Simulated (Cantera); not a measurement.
Input: 1 mol SiH4, 0.11 mol O3, 0.18 mol H2, at 25.0 Pa.

These are equilibrium values from Cantera (NASA tables, ideal gas, pure condensed phases), not measurements of a reactor. Candidate condensed phases: H2O, Si, SiO2; 18 gas species. Gases not in the tables: Si2H6 and higher silanes. The numbers say what is thermodynamically allowed, not how fast it happens.

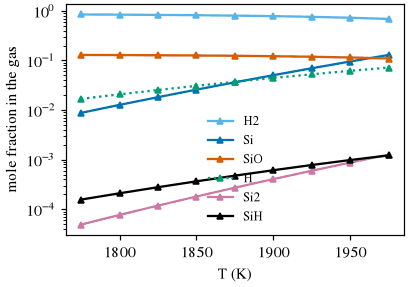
Figure. Equilibrium gas composition (values under 1e-9 drawn at 1e-9)

From 1775 K to 1975 K the condensed part is Si(l). The main Si-bearing gas is SiO at 1775 K and Si at 1975 K. The share of Si in condensed phases is highest at 1775 K (64.7 %) and lowest at 1975 K (26.6 %).
